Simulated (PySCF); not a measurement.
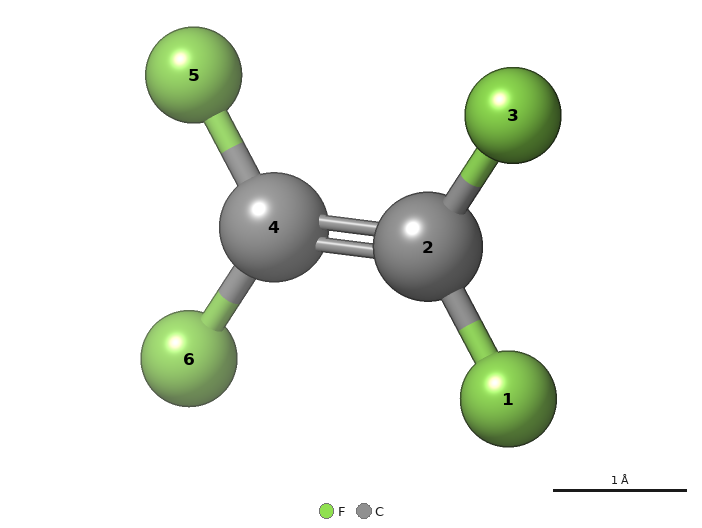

Orthographic view. Distant atoms are faded towards the background colour. The geometry was computed by an optimisation with PBE0-D3(BJ)/def2-SVP. No frequency run is at hand to confirm it as a minimum.

Write a MOL file (V2000) with the atoms in numerical order, bonds sorted by atom number with the orders drawn, and coordinates in the frame of the picture: x right, y up, z towards the viewer, origin at the mean position.

```
C2F4
                    3D

  6  5  0  0  0  0  0  0  0  0999 V2000
    1.1900   -1.2300    0.4300 F   0  0  0  0  0  0  0  0  0  0  0  0
    0.5800   -0.0700    0.3100 C   0  0  0  0  0  0  0  0  0  0  0  0
    1.2300    0.9200    0.8700 F   0  0  0  0  0  0  0  0  0  0  0  0
   -0.5800    0.0700   -0.3100 C   0  0  0  0  0  0  0  0  0  0  0  0
   -1.1900    1.2300   -0.4300 F   0  0  0  0  0  0  0  0  0  0  0  0
   -1.2300   -0.9200   -0.8700 F   0  0  0  0  0  0  0  0  0  0  0  0
  1  2  1  0
  2  3  1  0
  2  4  2  0
  4  5  1  0
  4  6  1  0
M  END
```
